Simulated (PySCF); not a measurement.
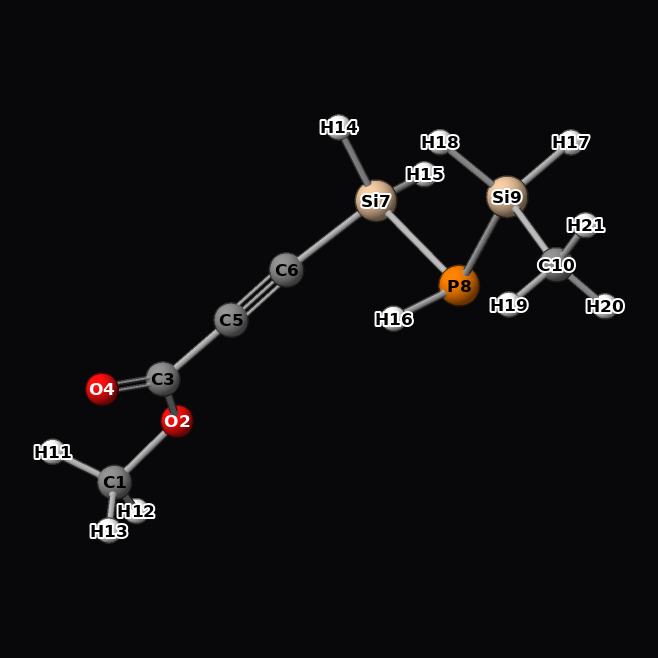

The questions are on isotropic NMR shieldings of the Si atoms. Computed geometry: GFN2-xTB optimisation. No frequency run is at hand to confirm it as a minimum. Level of theory: GIAO PBE0/pcSseg-1 NMR shielding, non-relativistic, gas phase (PySCF 2.14.0).

List the isotropic NMR shieldings of the Si atoms.

```csv
atom,σ (ppm)
Si7,418.8
Si9,396.2
```

The geometry is semi-empirical. Around P, Si such bond lengths and angles can be off by a tenth of an ångström or more and by several degrees, and values that hang on the shape move with them.
